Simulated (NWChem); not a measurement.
# CH4N (methyl amino radical) at 3 levels

Aim: a comparison of 3 runs (UHF/def2-TZVP, UMP2/def2-TZVP, UCCSD/def2-TZVP) of CH4N (methyl amino radical). 

The calculation is run with NWChem 7.3.0.

### Step 1. Starting point

CH4N has 6 atoms, charge 0, and is taken as a doublet. As SMILES, `C[NH]`. The C1–H3 distance was set to 1.982 Å, away from the relaxed value. At this shape a bond of the SMILES string is far longer than usual.

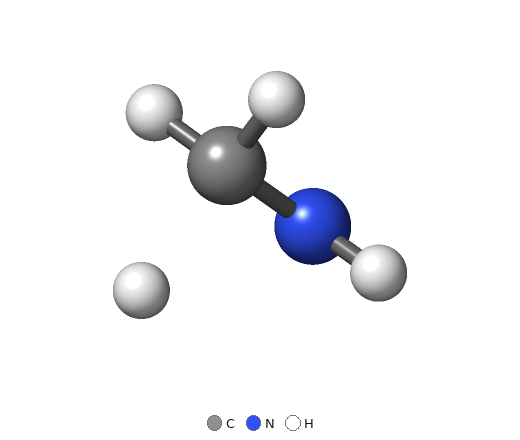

The structure, seen from a chosen angle (carbon grey, nitrogen blue, hydrogen white).

### Step 2. The energy at UHF/def2-TZVP (run 1)

File mol.xyz:

```xyz
6
CH4N
C      0.091263    -0.790750     0.457673
N     -0.124837    -0.094350     1.687373
H     -0.267300     0.373500    -1.106000
H     -0.553537    -1.668750     0.391273
H      1.138263    -1.114550     0.352773
H      0.512963     0.707650     1.691673
```

File run.py:

```python
from ase.io import read
from ase.calculators.nwchem import NWChem

system = read('mol.xyz')

calc = NWChem(
    label='mol',
    theory='scf',
    memory='2200 mb',
    basis='def2-TZVP',
    basispar='spherical bse',
    scf={'nopen': '1', 'uhf': None, 'thresh': '1e-08', 'maxiter': '80'},
    task='energy',
)
system.calc = calc

e = system.get_potential_energy()
print(f"E = {e:.6f} eV")
```

The run is started by

```console
$ export ASE_NWCHEM_COMMAND="nwchem PREFIX.nwi > PREFIX.nwo"
$ python run.py
```

What it wrote:

```text
E = -2572.329944 eV
```

The calculator wrote mol.nwi:

```
title "mol"

permanent_dir mol

scratch_dir mol

start mol

geometry units angstrom nocenter noautosym noautoz
  C  9.1262999999999997e-02 -7.9074999999999995e-01 4.5767300000000000e-01
  N  -1.2483700000000000e-01 -9.4350000000000003e-02 1.6873730000000000e+00
  H  -2.6729999999999998e-01 3.7350000000000000e-01 -1.1060000000000001e+00
  H  -5.5353699999999995e-01 -1.6687500000000000e+00 3.9127299999999998e-01
  H  1.1382630000000000e+00 -1.1145499999999999e+00 3.5277300000000000e-01
  H  5.1296299999999995e-01 7.0765000000000000e-01 1.6916730000000000e+00
end

memory 2200 mb

basis spherical bse noprint
   * library def2-TZVP
end

scf
  nopen 1
  uhf
  thresh 1e-08
  maxiter 80
end

task scf energy
```

mol.nwo:

```text
Northwest Computational Chemistry Package (NWChem) 7.3.0
             --------------------------------------------------------

           Job information
           ---------------

    nwchem branch   = 7.3.0
    use scalapack   = T
    input           = mol.nwi
    prefix          = mol.
    data base       = mol/mol.db
    status          = startup
    nproc           =        1

           Memory information
           ------------------

    heap     =     72089594 doubles =      550.0 Mbytes
    stack    =     72089599 doubles =      550.0 Mbytes
    global   =    144179200 doubles =     1100.0 Mbytes (distinct from heap & stack)
    total    =    288358393 doubles =     2200.0 Mbytes
    verify   = yes
    hardfail = no

           Directory information
           ---------------------

  0 permanent = mol
  0 scratch   = mol

                                NWChem Input Module
                                -------------------

                                        mol
                                        ---

[... 26 lines left out ...]
            Nuclear Dipole moment (a.u.)
[... 78 lines left out ...]
 1-e energy   =    -193.735815
[... 7 lines left out ...]
         Quadratically convergent UHF
[... 16 lines left out ...]
       Final UHF  results
[... 3 lines left out ...]
      One electron energy =   -195.089582847105
[... 1 line left out ...]
 Nuclear repulsion energy =     34.304651721804
[... 31 lines left out ...]
          Final beta eigenvalues
[... 165 lines left out ...]
                     UHF Final Beta Molecular Orbital Analysis
[... 189 lines left out ...]
   Mulliken analysis of the spin density
   -------------------------------------

    Atom       Charge   Shell Charges
 -----------   ------   -------------------------------------------------------
    1 C    6    -0.94  -0.00  0.00 -0.05 -0.08 -0.05 -0.28 -0.37 -0.14  0.00  0.01  0.00
    2 N    7     1.01   0.00 -0.00  0.03  0.04  0.01  0.37  0.42  0.15 -0.00 -0.00 -0.00
    3 H    1     0.88   0.15  0.43  0.30 -0.00
    4 H    1     0.03   0.00  0.02  0.01 -0.00
    5 H    1     0.08   0.02  0.05  0.01 -0.00
    6 H    1    -0.06  -0.01 -0.04 -0.01  0.00

       Multipole analysis of the density wrt the origin
       ------------------------------------------------

     L   x y z        total         alpha         beta         nuclear
     -   - - -        -----         -----         ----         -------
     0   0 0 0      0.000000     -9.000000     -8.000000     17.000000

     1   1 0 0      0.576854      0.103416     -0.479188      0.952626
[... 8 lines of this table left out ...]
     2   0 0 2    -13.601639    -58.874535    -45.967503     91.240400

 Task  times  cpu:       23.7s     wall:       23.7s
 Total times  cpu:       23.8s     wall:       23.8s
```

It took 25 s on 1 thread of Intel Xeon Platinum 8488C (Sapphire Rapids), shared host; peak memory 0.1 GiB.

### Step 3. A single-point energy at UMP2/def2-TZVP (run 2)

File sp.nw:

```
START sp
TITLE "CH4N energy"
memory total 2200 mb

GEOMETRY noautosym nocenter noautoz
C      0.091263    -0.790750     0.457673
N     -0.124837    -0.094350     1.687373
H     -0.267300     0.373500    -1.106000
H     -0.553537    -1.668750     0.391273
H      1.138263    -1.114550     0.352773
H      0.512963     0.707650     1.691673
END

BASIS spherical bse
* library def2-TZVP
END

SCF
nopen 1
uhf
thresh 1e-08
maxiter 80
END

MP2
freeze core 2
tight
END

TASK mp2
```

The run is started by

```console
$ nwchem sp.nw > sp.out
```

What it wrote:

```text
[...]
  functions       =    86
[...]
  wavefunction    = UHF
[...]
         Total SCF energy =    -94.531382632010
      One electron energy =   -195.089582847114
      Two electron energy =     66.253548493300
 Nuclear repulsion energy =     34.304651721804
                       Sz =      0.5000
                 Sz(Sz+1) =      0.7500
                      S^2 =      1.2543
[...]
          Total MP2 energy           -94.859213271838
[...]
```

It took 28 s on 1 thread of Intel Xeon Platinum 8488C (Sapphire Rapids), shared host; peak memory 0.18 GiB.

### Step 4. The energy at UCCSD/def2-TZVP (run 3)

File a.nw:

```
start a
memory stack 330 mb heap 110 mb global 1760 mb

geometry noautosym nocenter noautoz
C      0.091263    -0.790750     0.457673
N     -0.124837    -0.094350     1.687373
H     -0.267300     0.373500    -1.106000
H     -0.553537    -1.668750     0.391273
H      1.138263    -1.114550     0.352773
H      0.512963     0.707650     1.691673
end

basis "ao basis" spherical bse
C library def2-TZVP
N library def2-TZVP
H library def2-TZVP
end

scf
doublet
uhf
thresh 1e-08
maxiter 80
end

tce
scf
ccsd
freeze core 2
maxiter 60
end

task tce energy
```

The run is started by

```console
$ nwchem a.nw > a.out
```

What it wrote:

```text
[...]
  functions       =    86
[...]
  wavefunction    = UHF
[...]
         Total SCF energy =    -94.531382632010
      One electron energy =   -195.089582847114
      Two electron energy =     66.253548493300
 Nuclear repulsion energy =     34.304651721804
                       Sz =      0.5000
                 Sz(Sz+1) =      0.7500
                      S^2 =      1.2543
[...]
         Wavefunction type : Unrestricted Hartree-Fock
          No. of electrons :    17
[...]
         Spin multiplicity : doublet
[...]
 CCSD total energy / hartree       =       -94.903149984645822
[...]
```

It took 86 s on 1 thread of Intel Xeon Platinum 8488C (Sapphire Rapids), shared host; peak memory 1.7 GiB.

### Step 5. The series

```csv
run,level,module,frozen core orbitals,energy (Eh),HOMO energy (eV),LUMO energy (eV),⟨S²⟩,wall time
1,UHF/def2-TZVP,scf,–,-94.531383,-11.08,2.08,1.254,25 s
2,UMP2/def2-TZVP,mp2,2,-94.859213,-11.08,2.08,1.254,28 s
3,UCCSD/def2-TZVP,tce,2,-94.903150,-11.08,2.08,1.254,86 s
```

### Step 6. Results

| quantity | value |
| --- | --- |
| run 3: total energy | -94.90315 Eh |
| run 3: HOMO energy (Hartree–Fock orbitals) (highest over α and β) | -11.08 eV |
| run 3: LUMO energy (Hartree–Fock orbitals) (lowest over α and β) | 2.08 eV |
| run 3: correlation energy (2 core orbitals frozen) | -371.8 mEh |
| run 3: ⟨S²⟩ of the reference determinant | 1.254 |

**Reading.** Below the UHF energy at the same shape and in the same basis (def2-TZVP): UMP2 -327.8 mEh; UCCSD -371.8 mEh. Spin contamination of the reference: run 1 ⟨S²⟩ = 1.25, run 2 ⟨S²⟩ = 1.25, run 3 ⟨S²⟩ = 1.25. All runs together took 2.3 min, the longest 86 s.
